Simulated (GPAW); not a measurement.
# Convergence calculation of C2H2OS

System: C2H2OS, SMILES SC1=CO1.
Method: optB88-vdW/real-space grid, scalar-relativistic datasets (GPAW 26.7.0).

The geometry comes from this level: GFN2-xTB.

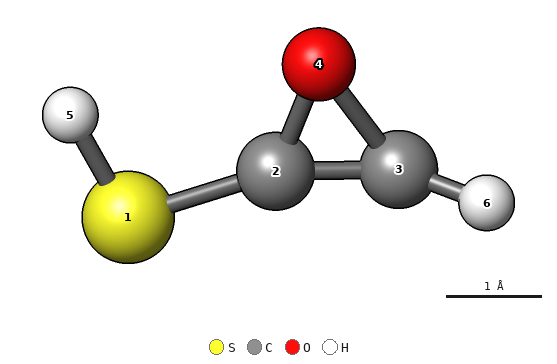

Fig. 1: The input geometry (ball-and-stick view, seen at a tilt; atoms are numbered from 1 in the order of the input). Bond lengths as drawn: C–C 1.30 Å, C–H 1.06 Å, C–O 1.36 to 1.57 Å, C–S 1.70 Å and H–S 1.34 Å.

## Input (run.py)
```python
import numpy as np
from ase import Atoms
from ase.units import Debye
from gpaw import GPAW

# Geometry
atoms = Atoms('SCCOHH',
    positions=[[ -1.064230,   0.879460,  -1.151910],
               [ -0.155720,  -0.031830,  -0.046100],
               [  0.265560,  -1.156360,   0.453170],
               [  1.017340,   0.219270,   0.601240],
               [ -0.256990,   1.942150,  -1.101420],
               [  0.194050,  -1.852680,   1.245020]])
atoms.center(vacuum=4.5)

energies, dipoles, levels = [], [], []
for h in [0.25, 0.22, 0.2, 0.18]:
    calc = GPAW(mode='fd',
                h=h,
                xc={'name': 'optB88-vdW', 'backend': 'libvdwxc'},
                occupations={'name': 'fermi-dirac', 'width': 0.01},
                maxiter=150,
                legacy_gpaw=True,
                txt=None)
    atoms.calc = calc
    energies.append(atoms.get_potential_energy())
    dipoles.append(np.linalg.norm(atoms.get_dipole_moment()) / Debye)
    levels.append(calc.get_homo_lumo())
    print(f'h = {h}: E = {energies[-1]:.4f} eV, dipole = {dipoles[-1]:.3f} D, HOMO = {levels[-1][0]:.3f} eV, {calc.get_number_of_iterations()} iterations')
```

Hardware: 1 thread of Intel Xeon @ 2.50GHz (Skylake/Cascade Lake), 12 GiB of memory available, shared host.

Run as:
```bash
python run.py
```

## Output
```
h = 0.25: E = -50.8138 eV, dipole = 1.886 D, HOMO = -4.750 eV, 25 iterations
h = 0.22: E = -50.8942 eV, dipole = 1.882 D, HOMO = -4.744 eV, 24 iterations
h = 0.2: E = -50.8961 eV, dipole = 1.880 D, HOMO = -4.743 eV, 25 iterations
h = 0.18: E = -50.8885 eV, dipole = 1.880 D, HOMO = -4.741 eV, 25 iterations
```

## Summary

- outcome: converged
- wall time: 6.7 min
- peak memory: 1 GiB

## Notes

On so coarse a grid the energy depends on the position of the molecule, which gives spurious forces.
